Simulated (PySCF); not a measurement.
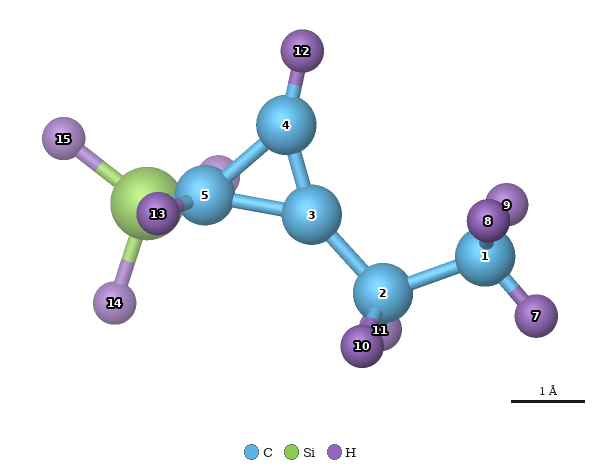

Fig. 1: The input geometry (ball-and-stick view, seen at a tilt; atoms are numbered from 1 in the order of the input). Bond lengths as drawn: C–C 1.29 to 1.53 Å, C–H 1.06 to 1.10 Å, C–Si 1.88 Å and H–Si 1.46 to 1.47 Å.

Excited-state calculation of C5H10Si

System: C5H10Si.
Method: TDDFT B3LYP/def2-SVPD, vertical, gas phase, core orbitals frozen in the response (PySCF 2.14.0).

The geometry comes from this level: GFN2-xTB. It belongs to a series of runs on one base structure; here: H on C replaced by C2H5.

## What the program printed
```
coarse grid: 13256 points
cycle   1  E = -485.6251711927  dE =  5.325e-01  |g| = 3.992e-01  |ddm| = 6.203e+00
cycle   2  E = -485.6108752352  dE =  1.430e-02  |g| = 4.617e-01  |ddm| = 1.548e+00
cycle   3  E = -485.6703249840  dE = -5.945e-02  |g| = 3.983e-02  |ddm| = 8.249e-01
cycle   4  E = -485.6706466289  dE = -3.216e-04  |g| = 2.270e-02  |ddm| = 1.168e-01
cycle   5  E = -485.6707750581  dE = -1.284e-04  |g| = 4.929e-03  |ddm| = 4.645e-02
cycle   6  E = -485.6707814011  dE = -6.343e-06  |g| = 1.126e-03  |ddm| = 1.285e-02
final grid: 121688 points
cycle   7  E = -485.7483401818  dE = -3.636e-05  |g| = 4.949e-03  |ddm| = 1.382e-01
cycle   8  E = -485.7483368895  dE =  3.292e-06  |g| = 6.046e-03  |ddm| = 2.071e-02
cycle   9  E = -485.7483471190  dE = -1.023e-05  |g| = 4.126e-04  |ddm| = 1.072e-02
cycle  10  E = -485.7483471449  dE = -2.585e-08  |g| = 2.900e-04  |ddm| = 1.127e-03
cycle  11  E = -485.7483471654  dE = -2.053e-08  |g| = 6.568e-05  |ddm| = 4.554e-04
cycle  12  E = -485.7483471665  dE = -1.106e-09  |g| = 1.798e-05  |ddm| = 1.709e-04
cycle  13  E = -485.7483471666  dE = -7.833e-11  |g| = 3.516e-06  |ddm| = 3.901e-05
```

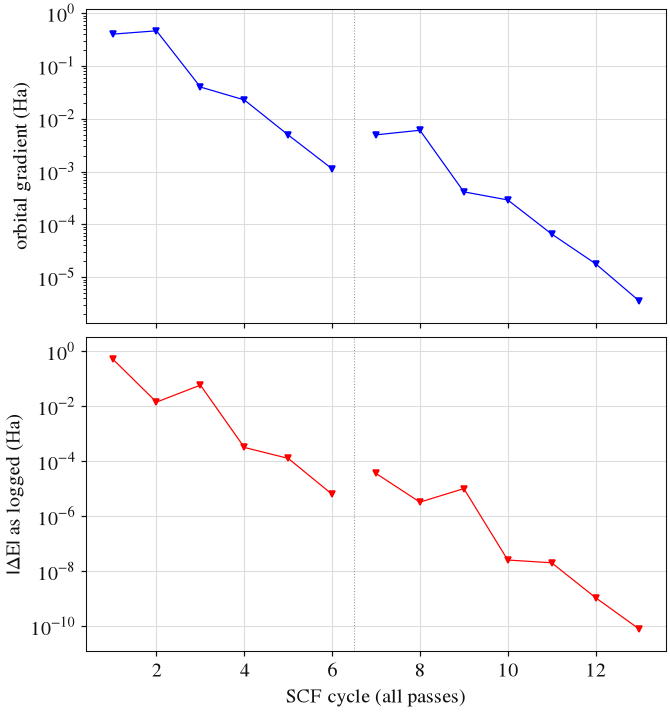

Fig. 2: Convergence of the self-consistent field: orbital gradient and size of the energy change against the SCF cycle. The dotted line marks the change from a coarse to the final integration grid. The first 6 cycles use a coarse grid, the final grid takes over at cycle 7, and the field converges after 13 cycles in all.

```
converged SCF energy = -485.7483471666

Static polarisability (au): isotropic 86.683, principal 72.204 83.201 104.643

Singlet excitations
state   eV       nm        f      main configurations
  1   5.5757    222.4   0.05344   H->L 0.95
  2   5.8364    212.4   0.00143   H->L+1 0.97
  3   6.2734    197.6   0.01617   H-1->L 0.83, H->L+2 0.14
  4   6.3422    195.5   0.01320   H->L+2 0.83, H-1->L 0.14
  5   6.5218    190.1   0.00743   H->L+4 0.76, H->L+3 0.21
  6   6.7022    185.0   0.10014   H->L+3 0.75, H->L+4 0.21
  7   6.8397    181.3   0.00103   H->L+5 0.96
  8   7.1731    172.8   0.03569   H->L+6 0.91

Triplet excitations (Tamm-Dancoff, eV): 3.8882 5.7200 5.9249
```

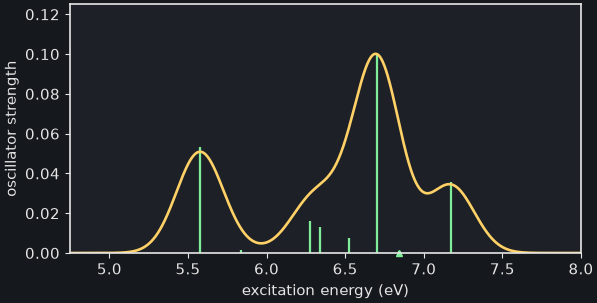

Fig. 3: Computed excitations as sticks (degenerate states added up, dark ones marked on the axis), with a Gaussian envelope of 0.35 eV full width at half maximum, scaled to the tallest. Of the 8 states the lowest lies at 5.58 eV (f = 0.053); the strongest line is at 6.70 eV, or 185 nm (f = 0.100).

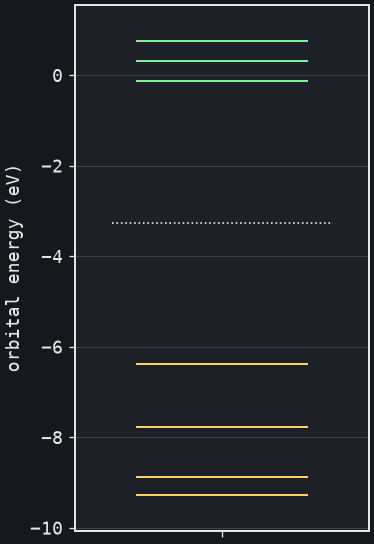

Fig. 4: Orbital energies near the frontier; the dotted line parts filled from empty levels, and levels within 0.02 eV of each other stand side by side. Highest filled −6.39 eV, lowest empty −0.14 eV, 6.25 eV apart.

The run was set up as follows.

## The input
```
{"job": {"kind": "uv", "xc": "B3LYP", "basis": "def2-SVPD", "nstates": 8, "ntriplets": 3}, "charge": 0, "multiplicity": 1}
C      2.530064    -0.027260    -0.475330
C      1.368778     0.104139     0.506570
C      0.105043     0.414347    -0.169403
C     -0.617412     0.644687    -1.218924
C     -1.366551     0.655777     0.100973
Si    -2.516036    -0.744796     0.613779
H      3.451748    -0.255733     0.055050
H      2.666577     0.899805    -1.027003
H      2.332596    -0.823772    -1.188677
H      1.580119     0.891843     1.237892
H      1.240796    -0.828708     1.066527
H     -0.731247     0.773811    -2.266149
H     -1.623412     1.641652     0.498465
H     -2.497387    -0.875880     2.074097
H     -3.885845    -0.469139     0.174144
H     -2.045431    -1.991830     0.006576
```

The first line tells a small driver script what to run in PySCF; the rest is the geometry in Å.

Run as:
```bash
OMP_NUM_THREADS=1 python <driver script> task.json out
```

## Results in brief

- outcome: converged
- total energy: −485.748347 hartree
- HOMO: −6.39 eV
- LUMO: −0.14 eV
- dipole moment: 1.62 D
- mean polarisability: 86.68 a.u.
- lowest singlet excitation: 5.58 eV
- hardware: 1 CPU thread, shared host
- wall time: 32 s
- peak memory: 0.82 GiB
